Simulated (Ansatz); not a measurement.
Si$_{2}$NH$_{5}$F (charge +1): nudged elastic band

System: Si$_{2}$NH$_{5}$F, charge +1.
Method: RKS PBE-D4/def2-SVP (Ansatz 0.2.0).

One setting was made poor on purpose. It belongs to a series of runs on one base structure; here: band between the two ends. Figures and captions count atoms from 1; the log counts them from 0 in places.

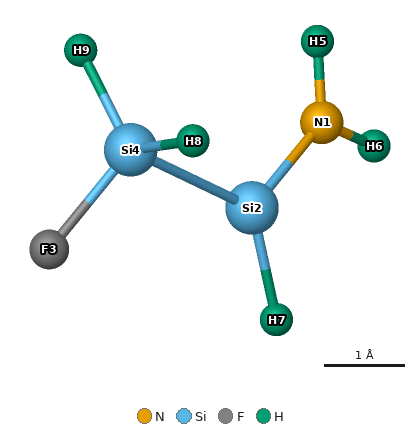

**Figure 1.** The starting structure (ball-and-stick view, seen at a tilt; atoms are numbered from 1 in the order of the input). Bond lengths as drawn: F–Si 1.62 Å, H–N 1.03 Å, H–Si 1.49 to 1.50 Å, N–Si 1.68 Å and Si–Si 2.40 Å.

**Summary**

| quantity | value |
| --- | --- |
| outcome | converged |
| barrier, forward | 1.022 eV |
| barrier, backward | 1.301 eV |
| hardware | 2 threads of Arm Neoverse V2, 24 GiB of memory available, shared host |
| wall time | 2.4 min (CPU time 4.6 min) |
| peak memory | 0.12 GiB |

A deliberately poor setting: straight start. The order of the saddle point was not checked.

**Input**
```yaml
crystal:
  periodic: [false, false, false]
  atoms:
    - { symbol: "N", position_ang: [-0.004512, 1.891949, -0.231287] }
    - { symbol: Si, position_ang: [0.733456, 0.386847, -0.123454] }
    - { symbol: F, position_ang: [0.463879, -2.712767, -0.422993] }
    - { symbol: Si, position_ang: [-0.510599, -1.624533, 0.28864] }
    - { symbol: H, position_ang: [-1.014923, 2.055295, -0.136025] }
    - { symbol: H, position_ang: [0.51256, 2.763979, -0.4095] }
    - { symbol: H, position_ang: [2.21015, 0.50755, -0.325259] }
    - { symbol: H, position_ang: [-0.569162, -1.794514, 1.771161] }
    - { symbol: H, position_ang: [-1.820848, -1.473816, -0.411283] }
total_charge: 1
basis:
  gaussian: { orbitals: def2-SVP }
hamiltonian:
  xc: pbe
  dispersion: d4
neb:
  order_check: false
  images: 5
  f_tol: 0.03
  max_iterations: 60
  initial_path: linear
  final_atoms:
    - { symbol: "N", position_ang: [-0.28193843, 1.71020644, -0.8400165] }
    - { symbol: Si, position_ang: [0.20018175, 0.11611895, -0.71623109] }
    - { symbol: F, position_ang: [0.83399071, -0.41480595, -2.09259988] }
    - { symbol: Si, position_ang: [0.04951296, -1.32581254, 1.15805923] }
    - { symbol: H, position_ang: [-0.17838125, 2.26868537, -1.69879702] }
    - { symbol: H, position_ang: [-0.71249526, 2.23826583, -0.07043479] }
    - { symbol: H, position_ang: [1.47888549, -1.68370374, 1.41610783] }
    - { symbol: H, position_ang: [-0.79915427, -2.4462045, 0.64594798] }
    - { symbol: H, position_ang: [-0.59060071, -0.46275987, 2.19796425] }
```

Launched with:
```bash
ansatz run input.yaml --threads 2 --pin off --max-ram 3072MiB --backend cpu --events-out ev --progress --plain --runs-dir out
```

**Output**
```
Engine: ansatz 0.2.0, aarch64-unknown-linux-gnu
Functional definition: PBE
  parameter kappa = 0.804
  parameter beta = 0.06672455060314922
  exchange = pbe_x(kappa = kappa, mu = beta*pi^2/3)
  correlation = pbe_c(beta = beta)
1002 factors; their error is unknown
mean field evaluation 1: about -19999.1628 eV, gradient 9.7e1 eV
mean field evaluation 2: about -19875.3198 eV, gradient 2.4e2 eV
mean field evaluation 4: about -20014.5776 eV, gradient 3.4e1 eV
mean field evaluation 8: about -20016.8756 eV, gradient 1.4e-1 eV
mean field evaluation 16: about -20016.7918 eV, gradient 3.3e-4 eV
mean field -20016.79184907 eV, -735.6035325845 hartree, gradient 1.6e-5 eV, S^2 0.000000; 0 other end points of the search recorded, 0 dependent functions left out
the calculation of the forces begins
reference -20016.79188304 eV, -735.6035338328 hartree; 24, 24 occupied and 65, 65 virtual orbitals, 1002 factors
1002 factors; their error is unknown
mean field evaluation 32: about -20017.0691 eV, gradient 1.3e-2 eV
mean field -20017.06909626 eV, -735.6137212309 hartree, gradient 6.5e-5 eV, S^2 0.000000; 0 other end points of the search recorded, 0 dependent functions left out
[... from here on the field's lines of each further geometry are left out, up to the last ...]
NEB iter   1: max|band force component| = 4.134e1 eV/Å  barrier→ = 26.1973 eV  barrier← = 26.4755 eV  Δτ_max = 0.2000 Å  (212 SCF iters)
NEB iter   2: max|band force component| = 1.254e1 eV/Å  barrier→ = 9.0576 eV  barrier← = 9.3358 eV  Δτ_max = 0.2000 Å  (173 SCF iters)
NEB iter   3: max|band force component| = 6.367e0 eV/Å  barrier→ = 5.1311 eV  barrier← = 5.4093 eV  Δτ_max = 0.2000 Å  (167 SCF iters)
NEB iter   4: max|band force component| = 2.785e0 eV/Å  barrier→ = 2.7565 eV  barrier← = 3.0347 eV  Δτ_max = 0.2000 Å  (160 SCF iters)
NEB iter   5: max|band force component| = 1.761e0 eV/Å  barrier→ = 1.5148 eV  barrier← = 1.7930 eV  Δτ_max = 0.1920 Å  (161 SCF iters)
NEB iter   6: max|band force component| = 9.077e-1 eV/Å  barrier→ = 1.1118 eV  barrier← = 1.3900 eV  Δτ_max = 0.1955 Å  (146 SCF iters)
NEB iter   7: max|band force component| = 7.537e-1 eV/Å  barrier→ = 1.0527 eV  barrier← = 1.3309 eV  Δτ_max = 0.1964 Å  (143 SCF iters)
NEB iter   8: max|band force component| = 6.194e-1 eV/Å  barrier→ = 0.9329 eV  barrier← = 1.2111 eV  CI = image 4  Δτ_max = 0.1997 Å  (141 SCF iters)
NEB iter   9: max|band force component| = 4.804e-1 eV/Å  barrier→ = 0.9910 eV  barrier← = 1.2692 eV  CI = image 4  Δτ_max = 0.1926 Å  (146 SCF iters)
NEB iter  10: max|band force component| = 2.529e0 eV/Å  barrier→ = 1.2830 eV  barrier← = 1.5612 eV  CI = image 4  Δτ_max = 0.0994 Å  (148 SCF iters)
NEB iter  11: max|band force component| = 1.906e0 eV/Å  barrier→ = 1.2285 eV  barrier← = 1.5067 eV  CI = image 4  Δτ_max = 0.1973 Å  (141 SCF iters)
NEB iter  12: max|band force component| = 7.359e-1 eV/Å  barrier→ = 1.0999 eV  barrier← = 1.3781 eV  CI = image 4  Δτ_max = 0.1275 Å  (141 SCF iters)
NEB iter  13: max|band force component| = 3.041e-1 eV/Å  barrier→ = 1.0494 eV  barrier← = 1.3276 eV  CI = image 4  Δτ_max = 0.1146 Å  (142 SCF iters)
NEB iter  14: max|band force component| = 4.989e-1 eV/Å  barrier→ = 1.0348 eV  barrier← = 1.3131 eV  CI = image 4  Δτ_max = 0.0569 Å  (140 SCF iters)
NEB iter  15: max|band force component| = 2.135e-1 eV/Å  barrier→ = 1.0299 eV  barrier← = 1.3081 eV  CI = image 4  Δτ_max = 0.0789 Å  (142 SCF iters)
NEB iter  16: max|band force component| = 2.110e-1 eV/Å  barrier→ = 1.0257 eV  barrier← = 1.3039 eV  CI = image 4  Δτ_max = 0.0473 Å  (143 SCF iters)
NEB iter  17: max|band force component| = 9.118e-2 eV/Å  barrier→ = 1.0245 eV  barrier← = 1.3027 eV  CI = image 4  Δτ_max = 0.0155 Å  (143 SCF iters)
NEB iter  18: max|band force component| = 6.464e-2 eV/Å  barrier→ = 1.0242 eV  barrier← = 1.3025 eV  CI = image 4  Δτ_max = 0.0293 Å  (140 SCF iters)
NEB iter  19: max|band force component| = 7.157e-2 eV/Å  barrier→ = 1.0232 eV  barrier← = 1.3014 eV  CI = image 4  Δτ_max = 0.0147 Å  (144 SCF iters)
NEB iter  20: max|band force component| = 4.490e-2 eV/Å  barrier→ = 1.0234 eV  barrier← = 1.3016 eV  CI = image 4  Δτ_max = 0.0294 Å  (142 SCF iters)
NEB iter  21: max|band force component| = 4.201e-2 eV/Å  barrier→ = 1.0232 eV  barrier← = 1.3015 eV  CI = image 4  Δτ_max = 0.0083 Å  (137 SCF iters)
NEB iter  22: max|band force component| = 3.580e-2 eV/Å  barrier→ = 1.0231 eV  barrier← = 1.3013 eV  CI = image 4  Δτ_max = 0.0132 Å  (130 SCF iters)
NEB iter  23: max|band force component| = 1.558e-2 eV/Å  barrier→ = 1.0228 eV  barrier← = 1.3010 eV  CI = image 4  Δτ_max = 0.0143 Å  (236 SCF iters)
the calculation of the forces begins
reference -20015.76077920 eV, -735.5656414655 hartree; 24, 24 occupied and 65, 65 virtual orbitals, 1002 factors
1002 factors; their error is unknown
mean field evaluation 1024: about -20015.7607 eV, gradient 4.7e-4 eV
mean field -20015.76074664 eV, -735.5656402693 hartree, gradient 1.9e-5 eV, S^2 0.000000; 1 other end points of the search recorded, 0 dependent functions left out
the calculation of the forces begins
reference -20015.76077920 eV, -735.5656414655 hartree; 24, 24 occupied and 65, 65 virtual orbitals, 1002 factors
NEB iter  24: max|band force component| = 1.965e-2 eV/Å  barrier→ = 1.0225 eV  barrier← = 1.3007 eV  CI = image 4  Δτ_max = 0.0000 Å  (59 SCF iters)
```

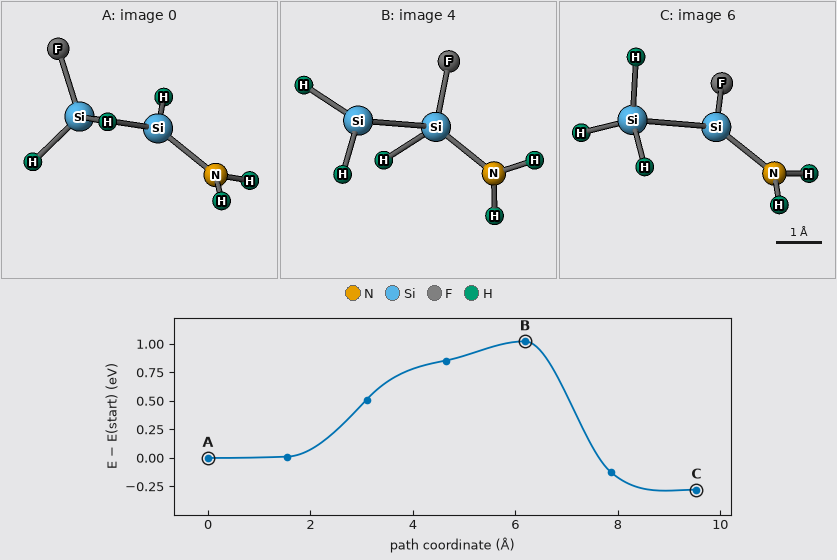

**Figure 2.** Images of the last band (counted from 0; ball-and-stick, seen at a tilt) above the energy along the path; the line is a cubic interpolation that uses the forces. The highest image is number 4, 1.023 eV above the start and 1.301 eV above the end (the climbing image); the end lies 0.278 eV below the start. The path is 9.53 Å long. The band converged in 24 iterations.

```
Total energy: -20015.92716158 eV, -735.5717559054 hartree
Atom 0 at    -0.715711     0.708181    -1.466657 Å, force    -0.002690     0.004936    -0.012666 eV/Å
Atom 1 at     0.183806    -0.362157    -0.532026 Å, force     0.003786    -0.019807    -0.016828 eV/Å
Atom 2 at     0.421382    -1.856155    -1.091008 Å, force    -0.008739     0.015198     0.004741 eV/Å
Atom 3 at    -0.008933    -0.436549     1.770458 Å, force     0.009226     0.007264     0.001493 eV/Å
Atom 4 at    -1.562502     0.443964    -1.980949 Å, force     0.002411    -0.005676     0.000819 eV/Å
Atom 5 at    -0.361855     1.632857    -1.731901 Å, force    -0.001766     0.001332     0.008767 eV/Å
Atom 6 at     1.466604     0.327979    -0.018363 Å, force     0.001690    -0.000105     0.006225 eV/Å
Atom 7 at     0.978698    -1.267418     2.538839 Å, force    -0.000200    -0.002721     0.004754 eV/Å
Atom 8 at    -0.401488     0.809288     2.511608 Å, force    -0.003718    -0.000422     0.002695 eV/Å
Dipole moment:    -0.243088     0.530672     0.550944 e Å
this run last wrote the band of iteration 24 to [file]; this run last wrote the band within `neb.f_tol` of iteration 23 to [file]
```

**The last band as extended XYZ (Å, eV, eV/Å)**
```
9
Properties=species:S:1:pos:R:3:forces:R:3 image=0 energy=-20016.94964
N    -0.0045    1.8919   -0.2313    0.0014  -0.0192   0.0016
Si    0.7335    0.3868   -0.1235   -0.0082   0.0137  -0.0004
F     0.4639   -2.7128   -0.4230   -0.0077   0.0083   0.0048
Si   -0.5106   -1.6245    0.2886    0.0081  -0.0067  -0.0059
H    -1.0149    2.0553   -0.1360    0.0053   0.0010  -0.0003
H     0.5126    2.7640   -0.4095    0.0004   0.0035  -0.0002
H     2.2102    0.5075   -0.3253   -0.0001  -0.0004  -0.0002
H    -0.5692   -1.7945    1.7712   -0.0007   0.0004   0.0002
H    -1.8208   -1.4738   -0.4113    0.0015  -0.0006   0.0005
9
Properties=species:S:1:pos:R:3:forces:R:3 image=1 energy=-20016.93819
N    -0.0672    1.7451   -0.6767   -0.0051   0.0001   0.0078
Si    0.7338    0.4712    0.0681    0.0026   0.0040   0.0006
F     0.1388   -2.5076   -0.6277   -0.0035  -0.0204   0.0014
Si   -0.4371   -1.5661    0.5668    0.0023  -0.0016  -0.0074
H    -1.0724    1.7492   -0.8923   -0.0010   0.0036   0.0021
H     0.3963    2.6147   -0.9745    0.0023   0.0024  -0.0013
H     2.1892    0.7812    0.2164    0.0016   0.0038  -0.0019
H     0.0091   -2.0216    1.9146   -0.0005   0.0060   0.0035
H    -1.8904   -1.2661    0.4053    0.0014   0.0020  -0.0049
9
Properties=species:S:1:pos:R:3:forces:R:3 image=2 energy=-20016.43857
N    -0.1723    1.4307   -1.0608    0.0394   0.0458  -0.0394
Si    0.6653    0.3268   -0.1191   -0.0044   0.1608   0.1581
F     0.2651   -1.4250   -0.6011   -0.2494  -0.0774   0.4174
Si   -0.4066   -1.1530    1.2147    0.0440  -0.0172  -0.0369
H    -1.1733    1.3972   -1.2752   -0.0205   0.0682   0.0939
H     0.2949    2.2455   -1.4677    0.0543   0.0013  -0.2038
H     2.1351    0.4995   -0.0568    0.0816   0.0495  -0.0950
H     0.2927   -2.1179    2.1131    0.0433  -0.0744  -0.0975
H    -1.9009   -1.2038    1.2529    0.0118  -0.1566  -0.1968
9
Properties=species:S:1:pos:R:3:forces:R:3 image=3 energy=-20016.09497
N    -0.3999    1.0760   -1.1744    0.0050  -0.0060   0.0175
Si    0.5731   -0.1832   -0.5725    0.0211   0.0106  -0.0064
F     0.5094   -1.6061   -1.3495   -0.0209  -0.0024   0.0045
Si   -0.2814   -0.7670    1.5895    0.0022   0.0047  -0.0004
H    -1.3570    0.9553   -1.5230   -0.0125   0.0098   0.0470
H     0.0189    1.9525   -1.5055    0.0140  -0.0030  -0.0086
H     1.9523    0.2941   -0.2743    0.0449  -0.0039  -0.0525
H     0.5831   -1.3907    2.6485    0.0032   0.0348   0.0265
H    -1.5986   -0.3308    2.1613   -0.0569  -0.0446  -0.0275
9
Properties=species:S:1:pos:R:3:forces:R:3 image=4 energy=-20015.92713
N    -0.7157    0.7082   -1.4667   -0.0027   0.0049  -0.0127
Si    0.1838   -0.3622   -0.5320    0.0038  -0.0198  -0.0168
F     0.4214   -1.8562   -1.0910   -0.0087   0.0152   0.0047
Si   -0.0089   -0.4365    1.7705    0.0092   0.0073   0.0015
H    -1.5625    0.4440   -1.9809    0.0024  -0.0057   0.0008
H    -0.3619    1.6329   -1.7319   -0.0018   0.0013   0.0088
H     1.4666    0.3280   -0.0184    0.0017  -0.0001   0.0062
H     0.9787   -1.2674    2.5388   -0.0002  -0.0027   0.0048
H    -0.4015    0.8093    2.5116   -0.0037  -0.0004   0.0027
9
Properties=species:S:1:pos:R:3:forces:R:3 image=5 energy=-20017.07156
N    -0.9834    0.3821   -1.5334   -0.0326  -0.0387  -0.0321
Si   -0.2694   -0.6182   -0.4039   -0.1365  -0.0713   0.0336
F    -0.2063   -2.1529   -0.8658   -0.1797  -0.0522  -0.0123
Si    0.8241    0.1319    1.5182    0.2280   0.1086  -0.1078
H    -1.5625    0.0408   -2.3099    0.0946  -0.0575  -0.1894
H    -0.8886    1.4050   -1.5387   -0.1258   0.0166   0.1400
H     1.9039    0.6717    0.6161    0.1687   0.1515   0.3287
H     1.2229   -1.0327    2.3605   -0.0233  -0.0494  -0.0750
H    -0.0406    1.1722    2.1568    0.0066  -0.0075  -0.0857
9
Properties=species:S:1:pos:R:3:forces:R:3 image=6 energy=-20017.22787
N    -1.3149    0.1121   -1.4030    0.0044   0.0052   0.0083
Si   -0.1036   -0.5715   -0.4787   -0.0155   0.0199  -0.0063
F     0.2702   -2.0447   -0.9964    0.0032  -0.0070  -0.0009
Si    1.0301    0.3584    1.3827    0.0027  -0.0015   0.0037
H    -1.7561   -0.3647   -2.2018   -0.0016  -0.0006  -0.0017
H    -1.6995    1.0508   -1.2369    0.0089  -0.0141   0.0010
H     2.4548    0.3772    0.9269   -0.0037  -0.0007   0.0014
H     0.7296   -0.6188    2.4748    0.0015   0.0031  -0.0030
H     0.3895    1.7012    1.5324    0.0001  -0.0044  -0.0026
```
